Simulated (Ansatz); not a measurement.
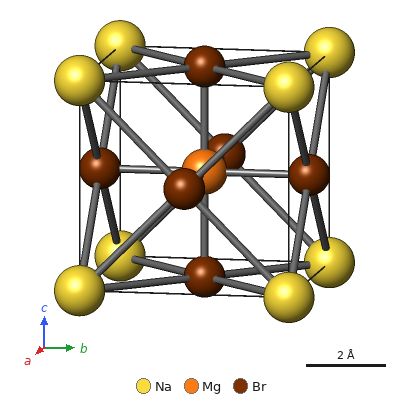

The figure gives a ball-and-stick picture of the atoms, viewed slightly off an axis. The conventional unit cell is outlined; an atom on or near a face, edge or corner is repeated at each equivalent position.

NaMgBr3, cubic perovskite, space group Pm-3m (No. 221), a = 5.427 Å, b = 5.427 Å, c = 5.427 Å, α = 90.00°, β = 90.00°, γ = 90.00°. It derives from a structure type filled with these elements by a generator (whether the compound takes this form wasn't checked). The cell was then strained or its atoms displaced on purpose. It went into a calculation with Ansatz.

This one geometry was computed with Ansatz (DFT, plane waves, PAW) at three levels of theory: HSE06, PBE and r2SCAN. It was relaxed with r2SCAN and then strained.

### How does the band gap change with the level of theory?

PBE: a gap of 2.51 eV, indirect; r2SCAN: a gap of 3.34 eV, indirect; HSE06: a gap of 3.68 eV, indirect.

### Collect the results in a table.

| level | cutoff (eV) | k-mesh of the run's cell | gap (eV) | pressure (GPa) |
| --- | --- | --- | --- | --- |
| HSE06 | 420 | 4×4×4 | 3.68 | -1.9 |
| PBE | 420 | 6×6×6 | 2.51 | -1.4 |
| r2SCAN | 500 | 6×6×6 | 3.34 | -2.1 |

Gaps are taken on the k-mesh or band path of each run.
